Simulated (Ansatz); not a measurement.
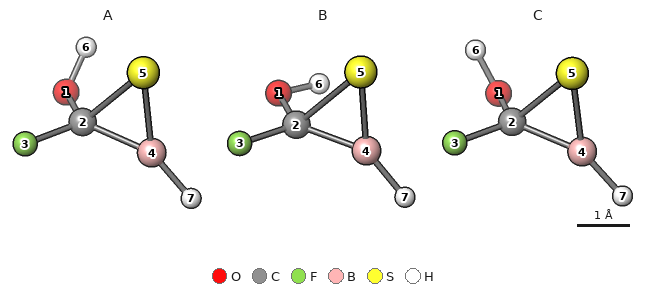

3 geometries from a converged minimum-energy path of CH₂BFOS, shuffled. Style: ball-and-stick. Shown from a free direction.

All numbers below come from Ansatz, RKS PBE0-D4/6-31G*. Set-up: 5 movable images; climbing image; force threshold 0.05 eV/Å; iteration limit 60; starting path through a guess of the saddle point.

Question: Which frame is the top of the path?

Answer: A. In order along the path, whose images run from 0 to 6: C (image 1, +3.9 kJ/mol), A (image 3, +18.1 kJ/mol), B (image 6, +8.6 kJ/mol). The motion is a rotation about the O1–C2 bond by about 145°. No bond forms or breaks between the ends. Among the angles between lasting bonds that change up to the highest image: F3–C2–S5 111.0° → 114.2°, O1–C2–F3 111.4° → 109.1°.
